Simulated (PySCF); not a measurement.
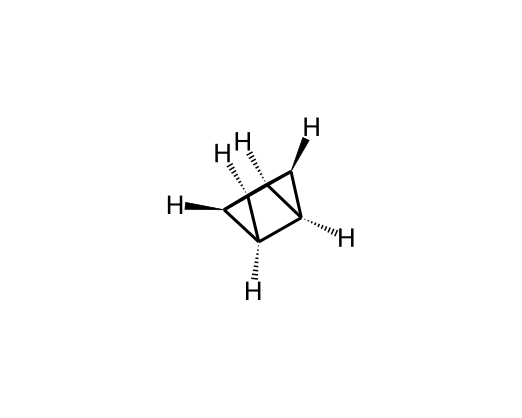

The drawing above gives the connectivity. The computed structure is the end point of a PBE0-D3(BJ)/def2-TZVP optimisation. No frequency run is at hand to confirm it as a minimum.

What does the molecule look like in three dimensions?

The molecule is C6H6. As SMILES it reads `C12C3C1C1C2C31`. Independent rings (smallest set): 2 of 3 members, 2 of 4 members. The point group is D3h.

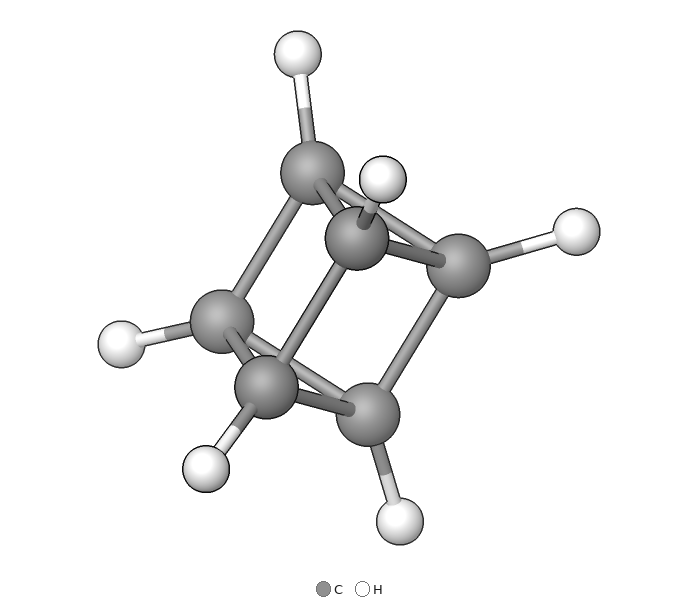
